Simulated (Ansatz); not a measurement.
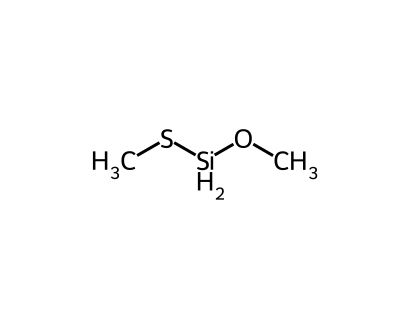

The computed structure is the end point of a PBE0-D4/def2-TZVP optimisation. No frequency run is at hand to confirm it as a minimum. Program: Ansatz 0.2.0.

Compare dipole (D), HOMO energy (eV), HOMO–LUMO gap (eV) at these levels: B3LYP-D4/def2-TZVPP; PBE-D4/def2-TZVPP; r2SCAN-D4/def2-TZVPP; ωB97M-V/def2-TZVPP.

```tsv
level	dipole (D)	HOMO energy (eV)	HOMO–LUMO gap (eV)
B3LYP-D4/def2-TZVPP	2.32	−6.82	6.99
PBE-D4/def2-TZVPP	2.27	−5.86	5.34
r2SCAN-D4/def2-TZVPP	2.37	−6.11	5.90
ωB97M-V/def2-TZVPP	2.32	−9.28	11.44
```
